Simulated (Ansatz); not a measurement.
# CuF+ (doublet): PBE, r2SCAN, PBE0, B3LYP, wB97M-V, B2PLYP, RPA-PBE over vertical gaps between states, def2-SVP, part 2 of 2

Ansatz 0.2.0, Gaussian basis; def2-SVP, all electrons in the functionals, frozen cores in the correlation of double hybrids and RPA. Earlier steps stand in the parts before.

## (10) wB97M-V, charge 1, doublet

in.yaml reads:

```yaml
crystal:
  periodic: [false, false, false]
  atoms:
    - {symbol: Cu, position_ang: [0.000000, 0.000000, 0.000000]}
    - {symbol: F, position_ang: [0.000000, 0.000000, 1.690800]}
basis:
  gaussian: {orbitals: def2-SVP}
total_charge: 1
magnetization: {spin_polarized: true, initial_magnetization: 1}
hamiltonian: {xc: {name: wB97M-V}}
output: {orbitals: {seedname: orbitals}}
```

On the command line:

```sh
$ ansatz run in.yaml --threads 1 --pin off --events-out ev --progress --plain --max-ram 2393MiB
```

The log of the run, shortened:

```text
Functional definition: wB97M-V
  name "wB97M-V"
  cite "Mardirossian & Head-Gordon, J. Chem. Phys. 144, 214110 (2016) doi:10.1063/1.4952647"
  cite "Becke, J. Chem. Phys. 107, 8554 (1997) doi:10.1063/1.475007"
  cite "Vydrov & Van Voorhis, J. Chem. Phys. 133, 244103 (2010) doi:10.1063/1.3521275"
  # Of w^i u^j: cxij and so on, Table III.
[...]
  gx(w, u) = 1 - cx + cx01*u + cx10*w
  gss(w, u) = css00 + css04*u^4 + css10*w + css20*w^2 + css43*w^4*u^3
  gos(w, u) = cos00 + cos10*w + (cos20 + cos21*u)*w^2 + (cos60 + cos61*u)*w^6
[...]
      + integral(e_c_pw_mod_opposite_spin*gos(b97_w_opposite, b97_u_opposite)) + vv10(b, c)
478 factors; integrals over basis functions are off by at most 6.1e-4 eV
76 factors; integrals over basis functions are off by at most 1.4e-4 eV
[...]
mean field -47335.45879420 eV, -1739.5460255605 hartree, gradient 1.4e-6 eV, S^2 0.752907; 1 other end points of the search recorded, 0 dependent functions left out
reference -47335.45888276 eV, -1739.5460288151 hartree; 19, 18 occupied and 26, 27 virtual orbitals, 478 factors
Total energy: -47335.45888276 eV, -1739.5460288151 hartree
```

It took 13 s on 1 thread of Arm Neoverse V2, shared host.

From the report: ⟨S²⟩ of the determinant 0.753 (pure doublet: 0.75).

## (11) wB97M-V, charge 1, quartet

Edit in.yaml of step 10 so:

```diff
@@ -8,3 +8,3 @@
 total_charge: 1
-magnetization: {spin_polarized: true, initial_magnetization: 1}
+magnetization: {spin_polarized: true, initial_magnetization: 3}
 hamiltonian: {xc: {name: wB97M-V}}
```

The command is unchanged.

The log of the run, shortened:

```text
Functional definition: wB97M-V
  name "wB97M-V"
  cite "Mardirossian & Head-Gordon, J. Chem. Phys. 144, 214110 (2016) doi:10.1063/1.4952647"
  cite "Becke, J. Chem. Phys. 107, 8554 (1997) doi:10.1063/1.475007"
  cite "Vydrov & Van Voorhis, J. Chem. Phys. 133, 244103 (2010) doi:10.1063/1.3521275"
  # Of w^i u^j: cxij and so on, Table III.
[...]
  gx(w, u) = 1 - cx + cx01*u + cx10*w
  gss(w, u) = css00 + css04*u^4 + css10*w + css20*w^2 + css43*w^4*u^3
  gos(w, u) = cos00 + cos10*w + (cos20 + cos21*u)*w^2 + (cos60 + cos61*u)*w^6
[...]
      + integral(e_c_pw_mod_opposite_spin*gos(b97_w_opposite, b97_u_opposite)) + vv10(b, c)
478 factors; integrals over basis functions are off by at most 6.1e-4 eV
76 factors; integrals over basis functions are off by at most 1.4e-4 eV
[...]
mean field -47330.21310726 eV, -1739.3532501211 hartree, gradient 1.6e-5 eV, S^2 3.754115; 4 other end points of the search recorded, 0 dependent functions left out
reference -47330.21321055 eV, -1739.3532539171 hartree; 20, 17 occupied and 25, 28 virtual orbitals, 478 factors
Total energy: -47330.21321055 eV, -1739.3532539171 hartree
```

It took 16 s on 1 thread of Arm Neoverse V2, shared host.

From the report: ⟨S²⟩ of the determinant 3.754 (pure quartet: 3.75).

From charge 1, doublet: +121.0 kcal/mol.

## (12) B2PLYP, charge 1, doublet

in.yaml reads:

```yaml
crystal:
  periodic: [false, false, false]
  atoms:
    - {symbol: Cu, position_ang: [0.000000, 0.000000, 0.000000]}
    - {symbol: F, position_ang: [0.000000, 0.000000, 1.690800]}
basis:
  gaussian: {orbitals: def2-SVP}
total_charge: 1
magnetization: {spin_polarized: true, initial_magnetization: 1}
hamiltonian: {xc: {name: B2PLYP}}
correlation: {electrons: outside_noble_gas}
```

Launched as before.

The log of the run, shortened:

```text
Functional definition: B2PLYP
  name "B2PLYP"
  cite "Grimme, J. Chem. Phys. 124, 034108 (2006) doi:10.1063/1.2148954"
  cite "Becke, Phys. Rev. A 38, 3098 (1988) doi:10.1103/PhysRevA.38.3098"
  cite "Lee, Yang & Parr, Phys. Rev. B 37, 785 (1988) doi:10.1103/PhysRevB.37.785"
[...]
478 factors; integrals over basis functions are off by at most 6.1e-4 eV
[...]
mean field -47323.50355549 eV, -1739.1066786413 hartree, gradient 3.8e-6 eV, S^2 0.754513; 7 other end points of the search recorded, 0 dependent functions left out
10 core orbitals not correlated: weight in the atoms' cores, before any rotation towards them, 1.000 or more for the frozen orbitals, at most 0.000 for the correlated occupied ones
reference -47323.50371782 eV, -1739.1066846070 hartree; 9, 8 occupied and 26, 27 virtual orbitals, 478 factors
second order -14.46184143 eV of doubles, -0.00000000 eV of singles
Total energy: -47327.40841501 eV, -1739.2501795819 hartree
```

Run time: 6 s. Hardware: 1 thread of Arm Neoverse V2, shared host.

From the report: ⟨S²⟩ of the determinant 0.755 (pure doublet: 0.75).

## (13) B2PLYP, charge 1, quartet

Edit in.yaml of step 12 so:

```diff
@@ -8,3 +8,3 @@
 total_charge: 1
-magnetization: {spin_polarized: true, initial_magnetization: 1}
+magnetization: {spin_polarized: true, initial_magnetization: 3}
 hamiltonian: {xc: {name: B2PLYP}}
```

The command is unchanged.

The log of the run, shortened:

```text
Functional definition: B2PLYP
  name "B2PLYP"
  cite "Grimme, J. Chem. Phys. 124, 034108 (2006) doi:10.1063/1.2148954"
  cite "Becke, Phys. Rev. A 38, 3098 (1988) doi:10.1103/PhysRevA.38.3098"
  cite "Lee, Yang & Parr, Phys. Rev. B 37, 785 (1988) doi:10.1103/PhysRevB.37.785"
[...]
478 factors; integrals over basis functions are off by at most 6.1e-4 eV
[...]
mean field -47319.33942459 eV, -1738.9536496535 hartree, gradient 1.2e-6 eV, S^2 3.753639; 8 other end points of the search recorded, 0 dependent functions left out
10 core orbitals not correlated: weight in the atoms' cores, before any rotation towards them, 1.000 or more for the frozen orbitals, at most 0.000 for the correlated occupied ones
reference -47319.33959994 eV, -1738.9536560976 hartree; 10, 7 occupied and 25, 28 virtual orbitals, 478 factors
second order -10.91273094 eV of doubles, -0.00000000 eV of singles
Total energy: -47322.28603730 eV, -1739.0619356732 hartree
```

Wall time 8 s (1 thread of Arm Neoverse V2, shared host).

From the report: ⟨S²⟩ of the determinant 3.754 (pure quartet: 3.75).

From charge 1, doublet: +118.1 kcal/mol.

## (14) RPA-PBE, charge 1, doublet

in.yaml reads:

```yaml
crystal:
  periodic: [false, false, false]
  atoms:
    - {symbol: Cu, position_ang: [0.000000, 0.000000, 0.000000]}
    - {symbol: F, position_ang: [0.000000, 0.000000, 1.690800]}
basis:
  gaussian: {orbitals: def2-SVP}
total_charge: 1
magnetization: {spin_polarized: true, initial_magnetization: 1}
hamiltonian: {xc: {name: PBE}}
correlation: {method: rpa, electrons: outside_noble_gas}
```

Launched as before.

The log of the run, shortened:

```text
Functional definition: PBE
  name "PBE"
  cite "Perdew, Burke & Ernzerhof, Phys. Rev. Lett. 77, 3865 (1996) doi:10.1103/PhysRevLett.77.3865"
  parent pbe
[...]
478 factors; integrals over basis functions are off by at most 6.1e-4 eV
[...]
mean field -47329.18098991 eV, -1739.3153205082 hartree, gradient 6.1e-6 eV, S^2 0.750830; 13 other end points of the search recorded, 0 dependent functions left out
10 core orbitals not correlated: weight in the atoms' cores, before any rotation towards them, 1.000 or more for the frozen orbitals, at most 0.000 for the correlated occupied ones
reference -47284.85408167 eV, -1737.6863366761 hartree; 9, 8 occupied and 26, 27 virtual orbitals, 478 factors
Total energy: -47302.10940952 eV, -1738.3204582785 hartree
```

Wall time 16 s (1 thread of Arm Neoverse V2, shared host).

From the report: ⟨S²⟩ of the determinant 0.751 (pure doublet: 0.75).

## (15) RPA-PBE, charge 1, quartet

Edit in.yaml of step 14 so:

```diff
@@ -8,3 +8,3 @@
 total_charge: 1
-magnetization: {spin_polarized: true, initial_magnetization: 1}
+magnetization: {spin_polarized: true, initial_magnetization: 3}
 hamiltonian: {xc: {name: PBE}}
```

Launched as before.

The log of the run, shortened:

```text
Functional definition: PBE
  name "PBE"
  cite "Perdew, Burke & Ernzerhof, Phys. Rev. Lett. 77, 3865 (1996) doi:10.1103/PhysRevLett.77.3865"
  parent pbe
[...]
478 factors; integrals over basis functions are off by at most 6.1e-4 eV
[...]
mean field -47324.31023792 eV, -1739.1363236739 hartree, gradient 2.4e-6 eV, S^2 3.751772; 15 other end points of the search recorded, 0 dependent functions left out
10 core orbitals not correlated: weight in the atoms' cores, before any rotation towards them, 1.000 or more for the frozen orbitals, at most 0.000 for the correlated occupied ones
reference -47278.96693962 eV, -1737.4699881964 hartree; 10, 7 occupied and 25, 28 virtual orbitals, 478 factors
Total energy: -47297.49240755 eV, -1738.1507865857 hartree
```

Wall time 14 s (1 thread of Arm Neoverse V2, shared host).

From the report: ⟨S²⟩ of the determinant 3.752 (pure quartet: 3.75).

From charge 1, doublet: +106.5 kcal/mol.

## (16) The comparison

No level is safe as a reference over these points; UCCSD(T) serves as a yardstick only. It and the other wave-function rows come from earlier runs at the same points. Energies in kcal/mol, counted from charge 1, doublet; blanks weren't run or aren't comparable.

| level | doublet to quartet |
| --- | --- |
| UCCSD(T) | 111.2 |
| PBE | 112.3 |
| r2SCAN | 112.7 |
| PBE0 | 115.4 |
| B3LYP | 115.8 |
| wB97M-V | 121.0 |
| B2PLYP | 118.1 |
| RPA-PBE | 106.5 |
| RHF | 73.1 |
| UHF | 70.9 |
| RMP2 | 112.5 |
| UMP2 | 112.7 |
| RCCSD | 110.6 |
| RCCSD(T) | 111.6 |
| RCCSDT(Q) | 110.5 |
| UCCSDT(Q) | 110.5 |

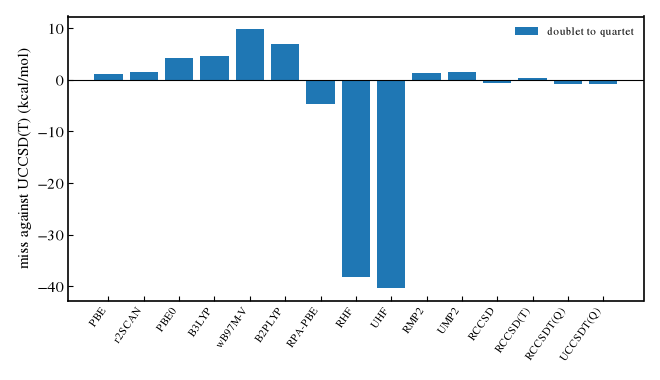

Misses of the gaps against UCCSD(T).

Largest miss and mean time a point (UCCSD(T) took 17 s a point; shared hosts):

| level | largest miss (kcal/mol) | where | time a point |
| --- | --- | --- | --- |
| PBE | +1.1 | doublet to quartet | 11 s |
| r2SCAN | +1.5 | doublet to quartet | 18 s |
| PBE0 | +4.2 | doublet to quartet | 3.5 s |
| B3LYP | +4.6 | doublet to quartet | 4 s |
| wB97M-V | +9.8 | doublet to quartet | 14 s |
| B2PLYP | +6.9 | doublet to quartet | 7 s |
| RPA-PBE | -4.7 | doublet to quartet | 15 s |
| RHF | -38.1 | doublet to quartet |  |
| UHF | -40.3 | doublet to quartet |  |
| RMP2 | +1.3 | doublet to quartet |  |
| UMP2 | +1.5 | doublet to quartet |  |
| RCCSD | -0.6 | doublet to quartet |  |
| RCCSD(T) | +0.4 | doublet to quartet | 13 s |
| RCCSDT(Q) | -0.7 | doublet to quartet | 69 s |
| UCCSDT(Q) | -0.7 | doublet to quartet | 69 s |

## (17) Summary of results

This closing draws on all 2 parts.

```
                    quantity                               value
doublet to quartet, UCCSD(T)                      111.2 kcal/mol
           largest miss, PBE  +1.1 kcal/mol (doublet to quartet)
        largest miss, r2SCAN  +1.5 kcal/mol (doublet to quartet)
          largest miss, PBE0  +4.2 kcal/mol (doublet to quartet)
         largest miss, B3LYP  +4.6 kcal/mol (doublet to quartet)
       largest miss, wB97M-V  +9.8 kcal/mol (doublet to quartet)
        largest miss, B2PLYP  +6.9 kcal/mol (doublet to quartet)
       largest miss, RPA-PBE  -4.7 kcal/mol (doublet to quartet)
      largest miss, RCCSD(T)  +0.4 kcal/mol (doublet to quartet)
```

Of the functionals, PBE keep the smallest largest miss at the points compared (at most 1.1 kcal/mol) and wB97M-V strays most (9.8 kcal/mol, at doublet to quartet). Functionals and the yardstick converge differently with the basis, so part of each miss in def2-SVP is the basis. The yardstick itself may be off where one determinant is a poor start.
